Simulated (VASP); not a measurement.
# Which magnetic order does MnF2 take?

Aim: compare collinear orders of MnF2. The start is a cell from a database of measured crystal structures.

Main program and level: VASP 6.6.1; PBE, DFT+U (Mn d 4 eV), spin-polarised, from parallel moments; plane waves and PAW (Mn_pv, F), in the first sound run; inputs show where later runs differ.

### 1. The structure

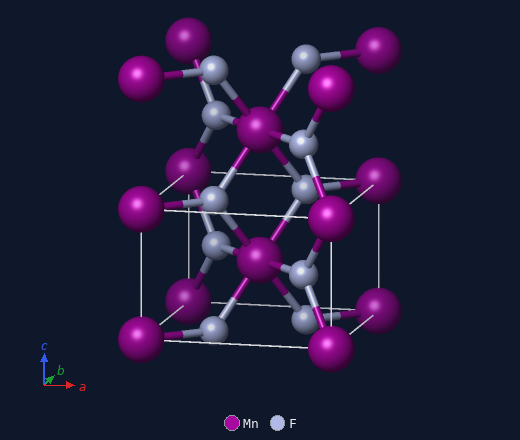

The cell as given, slightly off an axis (manganese purple, fluorine light blue). 1×1×2 cells are drawn. Some periodic images of atoms are drawn too.

As a file:

```xyz
6
Lattice="4.8738 0.0000 0.0000 0.0000 4.8738 0.0000 0.0000 0.0000 3.3107" Properties=species:S:1:pos:R:3 pbc="T T T"
Mn    0.0000    0.0000    0.0000
Mn    2.4369    2.4369    1.6554
F     1.4880    1.4880    0.0000
F     0.9489    3.9249    1.6554
F     3.3858    3.3858    0.0000
F     3.9249    0.9489    1.6554
```

### 2. Magnetic order, 6 atoms, start order ferro

Each run starts from other signs of the moments at the same geometry and cutoff; gentle mixing helps it keep them. Any wave vector in a name is a fraction of the reciprocal vectors of the first cell as typed.

Contents of INCAR:

```
SYSTEM = MnF2
PREC = Accurate
ENCUT = 480
EDIFF = 1E-06
NELM = 150
ISMEAR = -1
SIGMA = 0.02
LREAL = .FALSE.
ALGO = Normal
GGA = PE
NBANDS = 36
ISPIN = 2
MAGMOM = 4.5 4.5 0 0 0 0
LDAU = .TRUE.
LDAUTYPE = 2
LDAUL = 2 -1
LDAUU = 4 0
LDAUJ = 0 0
LDAUPRINT = 1
LASPH = .TRUE.
LMAXMIX = 4
LORBIT = 11
LWAVE = .FALSE.
LCHARG = .TRUE.
KPAR = 4
AMIX = 0.2
BMIX = 1E-04
AMIX_MAG = 0.8
BMIX_MAG = 1E-04
```

Contents of POSCAR:

```
MnF2
1.0
    4.8738000000      0.0000000000      0.0000000000
    0.0000000000      4.8738000000      0.0000000000
    0.0000000000      0.0000000000      3.3107000000
Mn F
2 4
Direct
    0.0000000000      0.0000000000      0.0000000000
    0.5000000000      0.5000000000      0.5000000000
    0.3053000000      0.3053000000      0.0000000000
    0.1947000000      0.8053000000      0.5000000000
    0.6947000000      0.6947000000      0.0000000000
    0.8053000000      0.1947000000      0.5000000000
```

Contents of KPOINTS:

```
Automatic mesh
0
Gamma
6 6 10
0 0 0
```

PAW data sets: Mn_pv and F (PBE family, release 64).

Run with:

```bash
$ mpirun -np 4 vasp_std
```

Log:

```text
[banner, memory and clock lines left out]
running    4 mpi-ranks, on    1 nodes
 distrk:  each k-point on    1 cores,    4 groups
 distr:  one band on    1 cores,    1 groups

 POSCAR found type information on POSCAR MnF
 POSCAR found :  2 types and       6 ions
 LDA part: xc-table for (Slater+PW92), standard interpolation
 POSCAR, INCAR and KPOINTS ok, starting setup
 FFT: planning ... GRIDC
 FFT: planning ... GRID_SOFT
 FFT: planning ... GRID
 WAVECAR not read
 entering main loop
       N       E                     dE             d eps       ncg     rms          rms(c)
DAV:   1     0.678276089229E+03    0.67828E+03   -0.29443E+04  8892   0.160E+03
DAV:   2     0.246425268209E+02   -0.65363E+03   -0.61194E+03  9400   0.484E+02
DAV:   3    -0.370686517740E+02   -0.61711E+02   -0.61097E+02  9332   0.162E+02
DAV:   4    -0.381993055749E+02   -0.11307E+01   -0.11279E+01  9460   0.238E+01
DAV:   5    -0.382135092125E+02   -0.14204E-01   -0.14202E-01  9132   0.281E+00    0.215E+01
DAV:   6    -0.383649895370E+02   -0.15148E+00   -0.65787E+00  9880   0.192E+01    0.172E+01
DAV:   7    -0.377974603508E+02    0.56753E+00   -0.49812E+00 10704   0.166E+01    0.140E+01
DAV:   8    -0.376107172969E+02    0.18674E+00   -0.12624E+00  9292   0.139E+01    0.555E+00
DAV:   9    -0.377920820095E+02   -0.18136E+00   -0.37703E-01 10088   0.782E+00    0.316E+00
DAV:  10    -0.378069786311E+02   -0.14897E-01   -0.77723E-02  9256   0.154E+00    0.906E-01
DAV:  11    -0.378077718155E+02   -0.79318E-03   -0.37024E-03 10216   0.713E-01    0.324E-01
DAV:  12    -0.378079687884E+02   -0.19697E-03   -0.36742E-03  8836   0.396E-01    0.132E-01
DAV:  13    -0.378078513765E+02    0.11741E-03   -0.47526E-04  9772   0.166E-01    0.897E-02
DAV:  14    -0.378078134471E+02    0.37929E-04   -0.15977E-04  9024   0.101E-01    0.368E-02
DAV:  15    -0.378078158295E+02   -0.23824E-05   -0.65857E-06  9016   0.193E-02    0.113E-02
DAV:  16    -0.378078159472E+02   -0.11772E-06   -0.19014E-06  7496   0.141E-02
   1 F= -.37807816E+02 E0= -.37807816E+02  d E =-.300325E-11  mag=    10.0000
```

The job ended after 32 s (4 MPI ranks of Intel Xeon Platinum 8559C (Emerald Rapids), shared host; peak memory 1.3 GiB).

The logs omit lines about the potential files and the build; timing stands in the text.

Parts of OUTCAR (step 2):

```text
ion  position               nearest neighbor table
   1  0.000  0.000  0.000-   3 2.10   5 2.10   4 2.13   6 2.13   4 2.13   6 2.13
   2  0.500  0.500  0.500-   4 2.10   6 2.10   5 2.13   3 2.13   3 2.13   5 2.13
   3  0.305  0.305  0.000-   1 2.10   2 2.13   2 2.13
   4  0.195  0.805  0.500-   2 2.10   1 2.13   1 2.13
   5  0.695  0.695  0.000-   1 2.10   2 2.13   2 2.13
   6  0.805  0.195  0.500-   2 2.10   1 2.13   1 2.13

  LATTYP: Found a simple tetragonal cell.
 ALAT       =     4.8738000000
 C/A-ratio  =     0.6792851574

 Subroutine GETGRP returns: Found 16 space group operations
 (whereof  8 operations were pure point group operations)

The static configuration has the point symmetry D_2h.
 The point group associated with its full space group is D_4h.

 Found     60 irreducible k-points:

   k-points           NKPTS =     60   k-points in BZ     NKDIM =     60   number of bands    NBANDS=     36

   dimension x,y,z NGX =    36 NGY =   36 NGZ =   24
   dimension x,y,z NGXF=    72 NGYF=   72 NGZF=   48

   ENCUT  =  480.0 eV  35.28 Ry    5.94 a.u.   8.71  8.71  5.91*2*pi/ulx,y,z

   NELECT =      54.0000    total number of electrons

 k-points in reciprocal lattice and weights: Automatic mesh
   0.00000000  0.00000000  0.00000000       0.003
   0.16666667  0.00000000  0.00000000       0.011
   0.33333333  0.00000000  0.00000000       0.011
   0.50000000  0.00000000  0.00000000       0.006
   0.16666667  0.16666667  0.00000000       0.011
   0.33333333  0.16666667  0.00000000       0.022
   0.50000000  0.16666667  0.00000000       0.011
   0.33333333  0.33333333  0.00000000       0.011
   0.50000000  0.33333333  0.00000000       0.011
[...]
0.50000000  0.33333333  0.50000000       0.011
   0.50000000  0.50000000  0.50000000       0.003

atom =   1  type =  1  l = 2

 onsite density matrix

spin component  1

  0.9709  0.0000 -0.0194  0.0000  0.0000
  0.0000  0.9659  0.0000 -0.0167  0.0000
 -0.0194  0.0000  0.9607  0.0000  0.0000
  0.0000 -0.0167  0.0000  0.9659  0.0000
  0.0000  0.0000  0.0000  0.0000  0.9489

spin component  2

  0.0434  0.0000 -0.0240  0.0000  0.0000
  0.0000  0.0356  0.0000 -0.0214  0.0000
 -0.0240  0.0000  0.0291  0.0000 -0.0000
  0.0000 -0.0214  0.0000  0.0356  0.0000
  0.0000  0.0000 -0.0000  0.0000  0.0131

 occupancies and eigenvectors

  o =  0.0113  v =  0.0000  0.0000  0.0000  0.0000  0.0000 -0.5980 -0.0000 -0.8015 -0.0000 -0.0000      0.0000  0.0000  0.0000  0.0000  0.0000  0.0000  0.0000  0.0000  0.0000  0.0000
  o =  0.0131  v =  0.0000  0.0000  0.0000  0.0000  0.0000  0.0000 -0.0000  0.0000 -0.0000 -1.0000      0.0000  0.0000  0.0000  0.0000  0.0000  0.0000  0.0000  0.0000  0.0000  0.0000
  o =  0.0142  v =  0.0000  0.0000  0.0000  0.0000  0.0000  0.0000 -0.7071 -0.0000 -0.7071  0.0000      0.0000  0.0000  0.0000  0.0000  0.0000  0.0000  0.0000  0.0000  0.0000  0.0000
  o =  0.0570  v =  0.0000  0.0000  0.0000  0.0000  0.0000  0.0000 -0.7071 -0.0000  0.7071  0.0000      0.0000  0.0000  0.0000  0.0000  0.0000  0.0000  0.0000  0.0000  0.0000  0.0000
  o =  0.0613  v =  0.0000  0.0000  0.0000  0.0000  0.0000 -0.8015 -0.0000  0.5980  0.0000 -0.0000      0.0000  0.0000  0.0000  0.0000  0.0000  0.0000  0.0000  0.0000  0.0000  0.0000
  o =  0.9457  v = -0.6106  0.0000 -0.7919  0.0000  0.0000  0.0000  0.0000  0.0000  0.0000  0.0000      0.0000  0.0000  0.0000  0.0000  0.0000  0.0000  0.0000  0.0000  0.0000  0.0000
  o =  0.9489  v =  0.0000  0.0000 -0.0000  0.0000 -1.0000  0.0000  0.0000  0.0000  0.0000  0.0000      0.0000  0.0000  0.0000  0.0000  0.0000  0.0000  0.0000  0.0000  0.0000  0.0000
  o =  0.9492  v =  0.0000 -0.7071  0.0000 -0.7071 -0.0000  0.0000  0.0000  0.0000  0.0000  0.0000      0.0000  0.0000  0.0000  0.0000  0.0000  0.0000  0.0000  0.0000  0.0000  0.0000
  o =  0.9826  v =  0.0000 -0.7071  0.0000  0.7071 -0.0000  0.0000  0.0000  0.0000  0.0000  0.0000      0.0000  0.0000  0.0000  0.0000  0.0000  0.0000  0.0000  0.0000  0.0000  0.0000
  o =  0.9858  v = -0.7919  0.0000  0.6106  0.0000 -0.0000  0.0000  0.0000  0.0000  0.0000  0.0000      0.0000  0.0000  0.0000  0.0000  0.0000  0.0000  0.0000  0.0000  0.0000  0.0000

atom =   2  type =  1  l = 2

 onsite density matrix

spin component  1

  0.9709  0.0000  0.0194  0.0000  0.0000
  0.0000  0.9659  0.0000  0.0167  0.0000
  0.0194  0.0000  0.9607  0.0000 -0.0000
  0.0000  0.0167  0.0000  0.9659  0.0000
  0.0000  0.0000 -0.0000  0.0000  0.9489

spin component  2

  0.0434  0.0000  0.0240  0.0000 -0.0000
  0.0000  0.0356  0.0000  0.0214  0.0000
  0.0240  0.0000  0.0291  0.0000  0.0000
  0.0000  0.0214  0.0000  0.0356  0.0000
 -0.0000  0.0000  0.0000  0.0000  0.0131

 occupancies and eigenvectors

  o =  0.0113  v =  0.0000  0.0000  0.0000  0.0000  0.0000 -0.5980 -0.0000  0.8015  0.0000 -0.0000      0.0000  0.0000  0.0000  0.0000  0.0000  0.0000  0.0000  0.0000  0.0000  0.0000
  o =  0.0131  v =  0.0000  0.0000  0.0000  0.0000  0.0000 -0.0000  0.0000  0.0000  0.0000  1.0000      0.0000  0.0000  0.0000  0.0000  0.0000  0.0000  0.0000  0.0000  0.0000  0.0000
  o =  0.0142  v =  0.0000  0.0000  0.0000  0.0000  0.0000  0.0000  0.7071  0.0000 -0.7071 -0.0000      0.0000  0.0000  0.0000  0.0000  0.0000  0.0000  0.0000  0.0000  0.0000  0.0000
  o =  0.0570  v =  0.0000  0.0000  0.0000  0.0000  0.0000  0.0000 -0.7071  0.0000 -0.7071  0.0000      0.0000  0.0000  0.0000  0.0000  0.0000  0.0000  0.0000  0.0000  0.0000  0.0000
  o =  0.0613  v =  0.0000  0.0000  0.0000  0.0000  0.0000 -0.8015 -0.0000 -0.5980  0.0000 -0.0000      0.0000  0.0000  0.0000  0.0000  0.0000  0.0000  0.0000  0.0000  0.0000  0.0000
  o =  0.9457  v = -0.6106  0.0000  0.7919 -0.0000  0.0000  0.0000  0.0000  0.0000  0.0000  0.0000      0.0000  0.0000  0.0000  0.0000  0.0000  0.0000  0.0000  0.0000  0.0000  0.0000
  o =  0.9489  v = -0.0000  0.0000  0.0000 -0.0000 -1.0000  0.0000  0.0000  0.0000  0.0000  0.0000      0.0000  0.0000  0.0000  0.0000  0.0000  0.0000  0.0000  0.0000  0.0000  0.0000
  o =  0.9492  v =  0.0000  0.7071 -0.0000 -0.7071  0.0000  0.0000  0.0000  0.0000  0.0000  0.0000      0.0000  0.0000  0.0000  0.0000  0.0000  0.0000  0.0000  0.0000  0.0000  0.0000
  o =  0.9826  v = -0.0000 -0.7071 -0.0000 -0.7071 -0.0000  0.0000  0.0000  0.0000  0.0000  0.0000      0.0000  0.0000  0.0000  0.0000  0.0000  0.0000  0.0000  0.0000  0.0000  0.0000
  o =  0.9858  v = -0.7919  0.0000 -0.6106  0.0000  0.0000  0.0000  0.0000  0.0000  0.0000  0.0000      0.0000  0.0000  0.0000  0.0000  0.0000  0.0000  0.0000  0.0000  0.0000  0.0000

 average (electrostatic) potential at core
       1 -70.9356       2 -70.9356       3 -77.0063       4 -77.0063       5 -77.0063
       6 -77.0063

 E-fermi :   2.5125

 spin component 1
 k-point     1 :       0.0000    0.0000    0.0000
  band No.  band energies     occupation
    ...
     28      -0.0882      1.00000
     29       0.4570      1.00000
     30       1.5508      1.00000
     31       1.5508      1.00000
     32       2.1149      1.00000
     33       4.5659      0.00000
     34       9.9433      0.00000
     35       9.9433      0.00000
     36      11.2014      0.00000

 k-point     2 :       0.1667    0.0000    0.0000
  band No.  band energies     occupation
    ...
     28       0.0968      1.00000
     29       0.4030      1.00000
     30       1.5146      1.00000
     31       1.5234      1.00000
     32       2.0168      1.00000
     33       4.9039      0.00000
     34       9.3006      0.00000
     35      10.1269      0.00000
     36      11.4640      0.00000

 k-point     3 :       0.3333    0.0000    0.0000
  band No.  band energies     occupation
    ...
     28       0.2382      1.00000
     29       0.6495      1.00000
     30       1.4427      1.00000
     31       1.4599      1.00000
     32       1.7159      1.00000
     33       5.7764      0.00000
     34       8.1570      0.00000
     35      10.6217      0.00000
     36      11.5453      0.00000

 k-point     4 :       0.5000    0.0000    0.0000
  band No.  band energies     occupation
    ...
     28       0.0158      1.00000
     29       1.2362      1.00000
     30       1.2362      1.00000
     31       1.4152      1.00000
     32       1.4152      1.00000
     33       6.9277      0.00000
     34       6.9277      0.00000
     35      11.2188      0.00000
     36      11.2188      0.00000

 k-point     5 :       0.1667    0.1667    0.0000
  band No.  band energies     occupation
    ...
     28       0.2265      1.00000
     29       0.3623      1.00000
     30       1.4513      1.00000
     31       1.5498      1.00000
     32       1.9089      1.00000
     33       5.2272      0.00000
     34       9.3241      0.00000
     35       9.6582      0.00000
     36      11.6546      0.00000

 k-point     6 :       0.3333    0.1667    0.0000
  band No.  band energies     occupation
    ...
     28       0.2432      1.00000
     29       0.6201      1.00000
     30       1.4142      1.00000
     31       1.5178      1.00000
     32       1.5952      1.00000
     33       6.0599      0.00000
     34       8.3373      0.00000
     35      10.0197      0.00000
     36      11.3544      0.00000

  Total        1.9157832      1.9157832      2.2251170     -0.0000000      0.0000000      0.0000000
  in kB       39.0302836     39.0302836     45.3323454     -0.0000000      0.0000000      0.0000000
  external PRESSURE =      41.1309709 kB  Pullay stress =       0.0000000 kB

  energy-cutoff  :      480.00
  volume of cell :       78.64
      direct lattice vectors                 reciprocal lattice vectors
     4.873800000  0.000000000  0.000000000     0.205178711  0.000000000  0.000000000
     0.000000000  4.873800000  0.000000000     0.000000000  0.205178711  0.000000000
     0.000000000  0.000000000  3.310700000     0.000000000  0.000000000  0.302050926

 POSITION                                       TOTAL-FORCE (eV/Angst)
 -----------------------------------------------------------------------------------
      0.00000      0.00000      0.00000        -0.000000      0.000000      0.000000
      2.43690      2.43690      1.65535        -0.000000      0.000000      0.000000
      1.48797      1.48797      0.00000        -0.037688     -0.037688     -0.000000
      0.94893      3.92487      1.65535         0.037688     -0.037688      0.000000
      3.38583      3.38583      0.00000         0.037688      0.037688      0.000000
      3.92487      0.94893      1.65535        -0.037688      0.037688      0.000000
 -----------------------------------------------------------------------------------
    total drift:                                0.000000      0.000000      0.000000

  FREE ENERGIE OF THE ION-ELECTRON SYSTEM (eV)
  ---------------------------------------------------
  free  energy   TOTEN  =       -37.8078159472 eV

  energy  without entropy=      -37.8078159472  energy(sigma->0) =      -37.80781595

 total charge
# of ion       s       p       d       tot
------------------------------------------
    1        0.165   6.148   4.951  11.263
    2        0.165   6.148   4.951  11.263
    3        1.740   4.381   0.000   6.121
    4        1.740   4.381   0.000   6.121
    5        1.740   4.381   0.000   6.121
    6        1.740   4.381   0.000   6.121
--------------------------------------------------
tot          7.288  29.818   9.901  47.008

 magnetization (x)
# of ion       s       p       d       tot
------------------------------------------
    1        0.024   0.022   4.646   4.691
    2        0.024   0.022   4.646   4.691
    3        0.007   0.051   0.000   0.058
    4        0.007   0.051   0.000   0.058
    5        0.007   0.051   0.000   0.058
    6        0.007   0.051   0.000   0.058
--------------------------------------------------
tot          0.074   0.247   9.291   9.613

[... 6 further parts left out ...]
```

The magnetic state follows from one typed start and may not be the lowest. The gap is read on the k-mesh alone, so it is an upper bound where the band edges lie off the mesh.

This step gave:

* electronic cycles: 16
* electrons: 54
* free energy (TOTEN): -37.81 eV
* Fermi energy: 2.513 eV
* moment of the cell, from the last line of the log: 10 μB
* metallic: no
* gap on the k-mesh: 2.451 eV
* least direct gap on the k-mesh: 2.451 eV

Spin moment in the PAW sphere by atom:

| atom | spin moment in the PAW sphere (μB) |
| --- | --- |
| Mn1 | 4.69 |
| Mn2 | 4.69 |
| F3 | 0.06 |
| F4 | 0.06 |
| F5 | 0.06 |
| F6 | 0.06 |

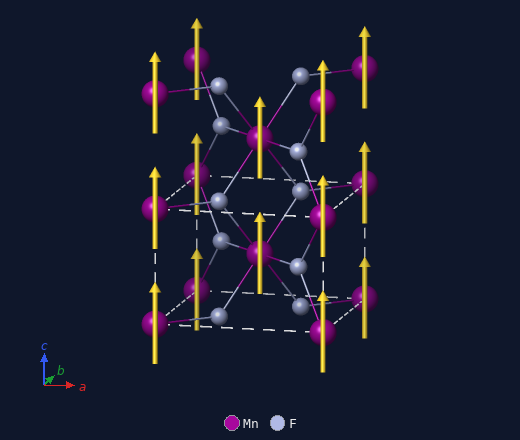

Spin moment in the PAW sphere as arrows, the longest 4.69 μB. Up and down stand for the sign. Arrows give size and sign along the axis of quantisation, drawn up and down the page. 1×1×2 cells are drawn. Some periodic images of atoms are drawn too.

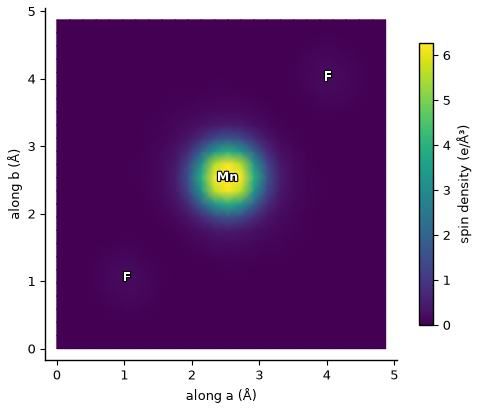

Spin density in the ab plane at fractional z = 0.000, with atoms of Mn and F within 0.2 Å of it. The map starts off the cell's origin, so that atoms lie inside it.

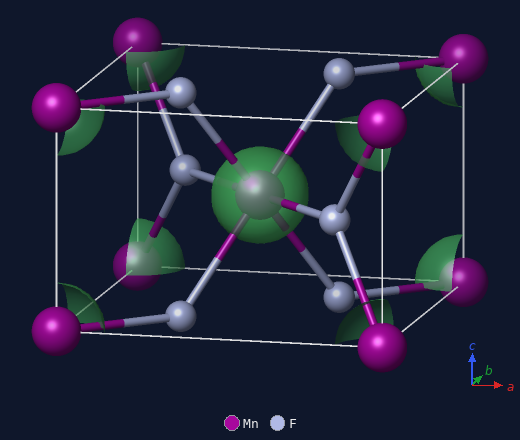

Surface of spin density = 0.77 e/Å³, which holds about 70 % of the integral of its size.

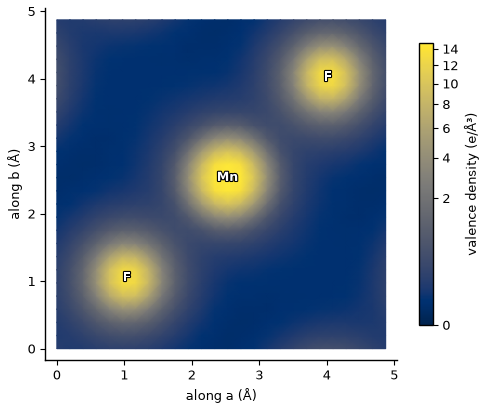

Valence density in the ab plane at fractional z = 0.000, with atoms of Mn and F within 0.2 Å of it. It is the smooth field of the valence electrons, not physical close to the nuclei. The map starts off the cell's origin, so that atoms lie inside it. The colour scale is stretched toward low values.

The largest moment at the end is 4.69 μB, and the moments of the cell sum to 10.00 μB.

(Continued in part 2 of 5.)

[Lines on the potential files, build, host, timing and source positions are cut from VASP's logs without a mark.]

[Logs are printed without paths, hosts, clocks, repeated set-up lines and the standing remarks that a program may print on its own settings, such as how far it seeks lower states.]

[Hosts, paths, dates, database ids (printed as entryN), source tags and the programs' standing remarks are cut or masked in the printed files.]

[Runs that stopped without an error message from VASP are left out.]

[In band tables of VASP the shares of atoms and orbitals are scaled to a sum of 1 inside the atoms' spheres.]
